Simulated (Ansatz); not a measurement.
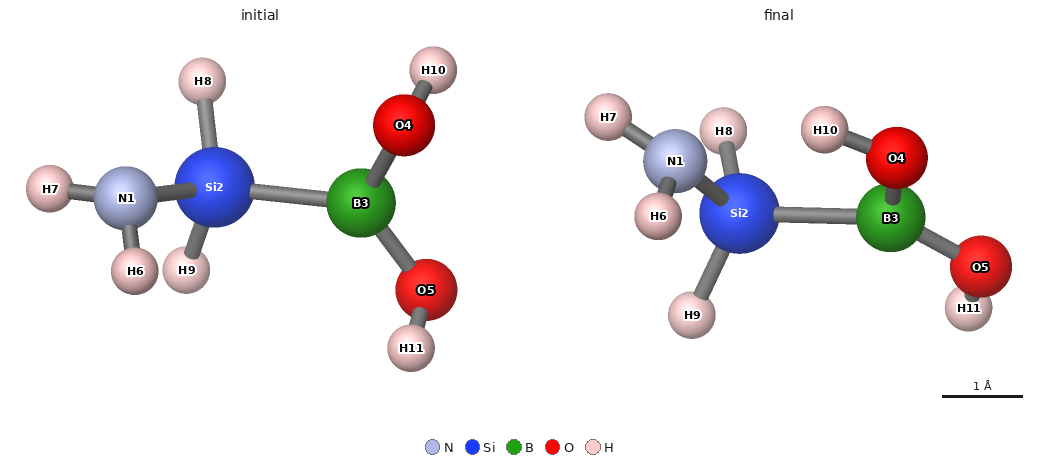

The structure of BSiNH₆O₂ (coarse preliminary run) before (left) and after (right) a relaxation, at one scale.

Style: ball-and-stick. Shown face on.

The start comes from a force field.

All numbers below come from RKS PBE-D4/def2-SVP (Ansatz 0.2.0).

Input file:
```yaml
crystal:
  periodic: [false, false, false]
  atoms:
    - {symbol: N, position_ang: [0.891700, -0.286400, 1.758100]}
    - {symbol: Si, position_ang: [-0.534100, 0.262800, 0.718000]}
    - {symbol: B, position_ang: [-0.067200, 0.106500, -1.164500]}
    - {symbol: O, position_ang: [1.171600, 0.876000, -1.676700]}
    - {symbol: O, position_ang: [-0.788900, -0.786000, -2.050700]}
    - {symbol: H, position_ang: [1.001600, -1.240800, 1.557200]}
    - {symbol: H, position_ang: [0.548100, -0.163300, 2.740800]}
    - {symbol: H, position_ang: [-0.833500, 1.682200, 1.006400]}
    - {symbol: H, position_ang: [-1.688500, -0.575600, 1.035400]}
    - {symbol: H, position_ang: [0.705900, 1.720900, -1.959500]}
    - {symbol: H, position_ang: [-0.341400, -1.653300, -1.943900]}
basis:
  gaussian: {orbitals: def2-SVP}
hamiltonian: {xc: pbe, dispersion: d4}
relax: {f_tol: 0.03, max_steps: 200}
```

Launched with:
```bash
ansatz run in.yaml --threads 4 --pin off --events-out ev --progress --plain --max-ram 10444MiB
```

Describe what moved and what it gained.

Answer. The energy falls by 47.3 kcal/mol in 19 accepted moves (21 points after the start). The largest force component goes from 3.8 to 0.017 eV/Å. The line search rejected the trial steps at points 18, 20 of the run. The atom that moves furthest after the best rigid fit is H10 (2.02 Å). By element the largest moves are H 2.02 Å, N 0.62 Å, O 0.55 Å, Si 0.35 Å, B 0.24 Å. Some distances before and after: B3–O4 1.546 → 1.364 Å, Si2–B3 1.946 → 2.051 Å, B3–O5 1.450 → 1.370 Å, N1–Si2 1.848 → 1.792 Å. Among the angles between lasting bonds that change: Si2–N1–H7 103.9° → 116.6°, N1–Si2–B3 109.6° → 97.7°, Si2–B3–O5 121.4° → 131.7°. Groups turn about B3–O4 by about 90°, B3–O5 by about 85°, Si2–B3 by about 40°.
